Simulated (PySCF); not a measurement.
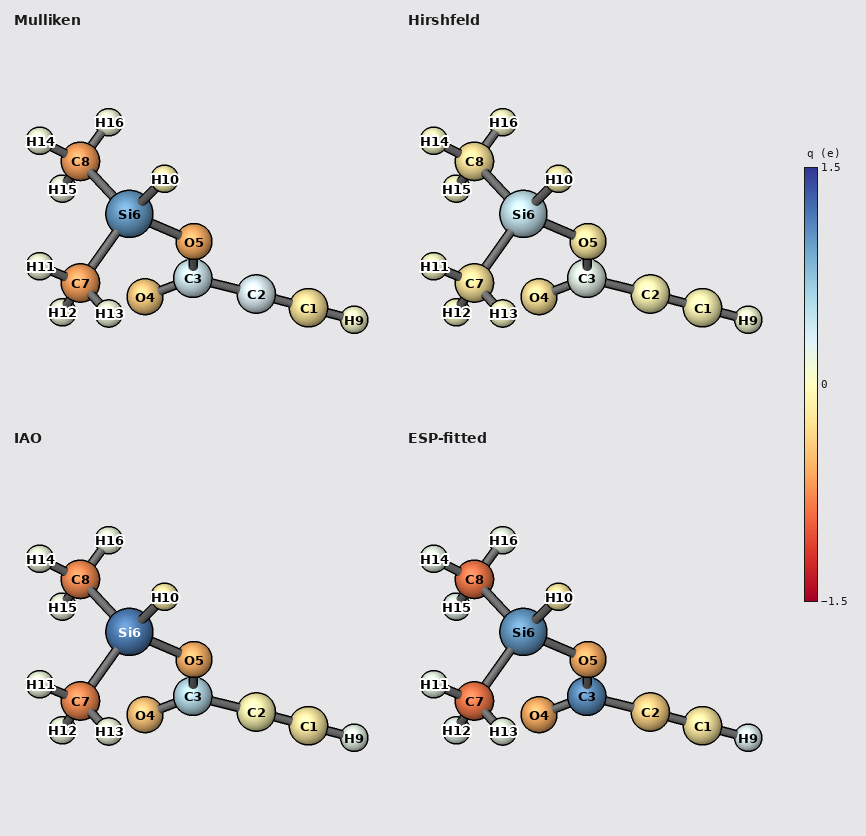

Atomic charges of one calculation by 4 schemes, on one colour scale. The geometry was computed by an optimisation with GFN2-xTB. No frequency run is at hand to confirm it as a minimum. Level of theory: PBE0/pcSseg-1 (PySCF 2.14.0).

Question. Which scheme gives the most polar picture (largest mean size of the charges)?

Answer. The ESP-fitted charges are the largest in size here, and the Hirshfeld charges the smallest.

Question. On which atom do the schemes disagree most?

Answer. On C3 (from 0.22 to 1.04 e).

List the charges (e), one line for each set of equivalent atoms.

```
    atom  Mulliken  Hirshfeld    IAO  ESP-fitted
      C1     −0.22      −0.06  −0.17       −0.18
      C2      0.30      −0.05  −0.06       −0.36
      C3      0.36       0.22   0.52        1.04
      O4     −0.39      −0.24  −0.44       −0.58
      O5     −0.58      −0.18  −0.56       −0.58
     Si6      0.97       0.44   1.13        0.99
  C7, C8     −0.65      −0.22  −0.74       −0.84
      H9      0.07       0.11   0.21        0.27
     H10     −0.10      −0.08  −0.14       −0.17
H11, H14      0.14       0.05   0.16        0.20
H12, H15      0.16       0.05   0.17        0.22
H13, H16      0.14       0.05   0.16        0.20
```

The geometry is semi-empirical. Around Si such bond lengths and angles can be off by a tenth of an ångström or more and by several degrees, and values that hang on the shape move with them.
